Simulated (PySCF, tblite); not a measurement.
# C₃H₁₄BNSi₂: geometry, infrared bands and NMR shifts

Wanted: the infrared bands and NMR shifts of C₃H₁₄BNSi₂ (`CBC[SiH2][Si@H](C)N`), by calculation.

Computed with tblite 0.8.0 and PySCF 2.14.0, with density-fitted response routines of our own, on a single molecule in the gas phase. Atoms are numbered from 0 throughout.

### 1 The starting structure

21 atoms, charge 0, multiplicity 1; geometry from: force field or distance geometry start.

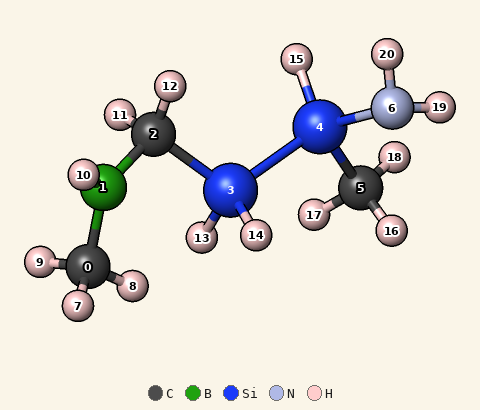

The starting geometry (carbon dark grey, boron green, silicon blue, nitrogen light blue, hydrogen pink), atoms numbered.

### 2 Optimising the geometry with GFN2-xTB

The job: settings as JSON, then the geometry in Å.

```
{"job": {"kind": "relax", "xc": "GFN2-xTB", "basis": "xTB"}, "charge": 0, "multiplicity": 1}
C      3.250800     0.797200     0.134100
B      2.806200    -0.666800     0.557300
C      1.415600    -1.229100     0.056500
Si     0.200400     0.175200     0.213900
Si    -1.916700    -0.408000    -0.091600
C     -2.760500     1.115700    -0.814900
N     -2.791000    -0.742200     1.431200
H      3.908200     1.263900     0.890400
H      2.384500     1.446400    -0.050800
H      3.768400     0.699300    -0.840600
H      3.467100    -1.213600     1.366100
H      1.558800    -1.496200    -1.013900
H      1.110600    -2.147900     0.581700
H      0.521100     1.148900    -0.843200
H      0.411200     0.800600     1.526900
H     -2.096100    -1.537600    -0.990700
H     -2.850100     1.847500     0.036100
H     -2.044300     1.536300    -1.557000
H     -3.721800     0.857400    -1.259700
H     -3.782100    -0.446300     1.260500
H     -2.849200    -1.783700     1.562000
```

Started as:

```
$ OMP_NUM_THREADS=1 python probes_run.py task.json out
```

This one command runs all jobs of the session in turn.

**Question.** This job is followed by: GFN2-xTB harmonic vibrations, gas phase; GIAO PBE0/pcSseg-1 NMR shielding, non-relativistic, gas phase. What will the session give for the following? strongest single infrared mode (GFN2-xTB); zero-point energy (GFN2-xTB); ¹³C shifts against TMS (PBE0/pcSseg-1); ¹H shifts against TMS (PBE0/pcSseg-1, means over atoms taken as alike); ¹¹B shifts against BF3·OEt2 (PBE0/pcSseg-1); ²⁹Si shifts against TMS (PBE0/pcSseg-1); ¹⁵N shifts against NH3 (PBE0/pcSseg-1); surface potential, least and greatest.

**Answer**, as computed:

```
                                                              quantity                                                      value
                             strongest single infrared mode (GFN2-xTB)                                      2153 cm⁻¹, 448 km/mol
                                          zero-point energy (GFN2-xTB)                                             101.9 kcal/mol
                                ¹³C shifts against TMS (PBE0/pcSseg-1)                                       23.0, 15.8, -0.3 ppm
¹H shifts against TMS (PBE0/pcSseg-1, means over atoms taken as alike)  7.50, 5.48, 3.78, 3.52, 1.59, 1.30, 0.95, 0.36, -0.01 ppm
                           ¹¹B shifts against BF3·OEt2 (PBE0/pcSseg-1)                                                   81.1 ppm
                               ²⁹Si shifts against TMS (PBE0/pcSseg-1)                                           -21.4, -89.7 ppm
                                ¹⁵N shifts against NH3 (PBE0/pcSseg-1)                                                   11.7 ppm
                                 surface potential, least and greatest                                         -1.13 V and 1.44 V
```

What this shows: Relaxing lowered the energy by 0.821 eV in 160 steps; the close pair that moved most is Si3–Si4, from 2.217 to 2.315 Å. The lowest mode is slightly imaginary (10i cm⁻¹), a soft motion within the noise of the Hessian, so the minimum is not strictly shown. The strongest single mode, at 2153 cm⁻¹, moves mainly H13 and H14. GFN2-xTB is a fitted tight-binding method: band positions and strengths are rough. Its intensities can rank the bands wrongly. At PBE0/pcSseg-1: The largest span, 183 ppm, is at B1, where the paramagnetic term is -172 ppm. By nearest atom (PBE0/pcSseg-1), the HOMO sits on N6 51 %; H15 15 % and the LUMO on B1 48 %; H10 13 %.
